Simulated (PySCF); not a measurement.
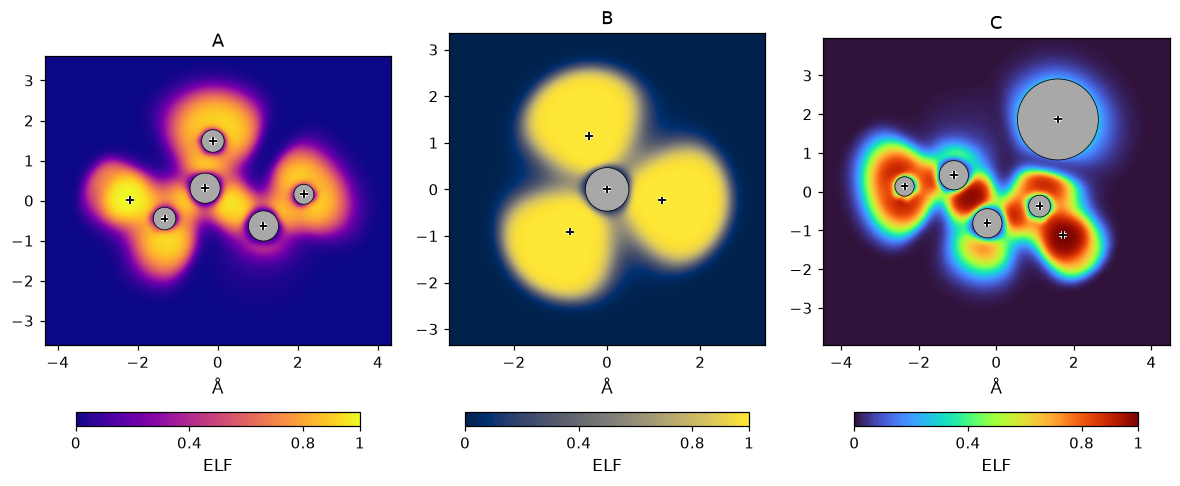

The electron localisation function of 3 systems, each on a plane through atoms (crosses mark nuclei in the plane; grey discs cover the cores).

Level of theory: DFT single point, gas phase, functional PBE0 in PySCF 2.14.0, density-fitted response routines.

System 1: BH3, the molecular plane. Geometry: PBE0-D3(BJ)/ma-def2-SVP.

```yaml
atoms:
  - { symbol: B, position_ang: [0.0050, 0.0023, -0.0116] }
  - { symbol: H, position_ang: [-0.1531, 1.1983, -0.0240] }
  - { symbol: H, position_ang: [-0.9517, -0.7326, -0.0161] }
  - { symbol: H, position_ang: [1.1198, -0.4587, 0.0053] }
```

System 2: C2H3AgF3O (charge +1), the plane of atoms H7, O1 and Ag10. Geometry: PBE0-D3(BJ)/def2-SVP; core potentials replace the inner electrons of Ag.

```csv
atom,x (Å),y (Å),z (Å)
O,-0.7803,0.8269,1.2224
C,0.3637,0.8651,0.3867
C,0.3981,-0.4454,-0.3663
F,-0.7407,-0.6061,-1.0736
F,1.4233,-0.5257,-1.1679
F,0.4220,-1.4798,0.5020
H,-0.8642,1.6440,1.7306
H,1.2925,0.9532,0.9719
H,0.3055,1.6844,-0.3470
Ag,-2.1432,-1.0095,1.2195
```

System 3: C2HF3O2 (charge +1, doublet), the plane of atoms C2, O3 and H8. Geometry: PBE0-D3(BJ)/ma-def2-SVP.

```xyz
8

O     0.4367    1.0860   -1.2915
C     0.4664    0.1589   -0.5386
O     1.2129   -0.8474   -0.3605
C    -0.8365    0.1542    0.6080
F    -1.5419    1.2117    0.4424
F    -1.4662   -0.9388    0.3236
F    -0.2240    0.1121    1.7458
H     1.9714   -0.9178   -0.9791
```

Which map belongs to which system?

Answer. Panel A is system 3, C2HF3O2: the plane holds O, C, F and H. C–O (1.19 Å): the ELF peaks at about 0.85 between the atoms (a short, multiple covalent bond). Panel B is system 1, BH3: the plane holds B and H. B–H (1.21 Å): the ELF climbs to about 1 towards the hydrogen, as it does in any bond to H (an ordinary covalent bond to hydrogen). Panel C is system 2, C2H3AgF3O: the plane holds O, C, F, H and Ag. C–F (1.30 Å): the ELF peaks at about 0.85 between the atoms, as expected for a shared but strongly polarised pair.
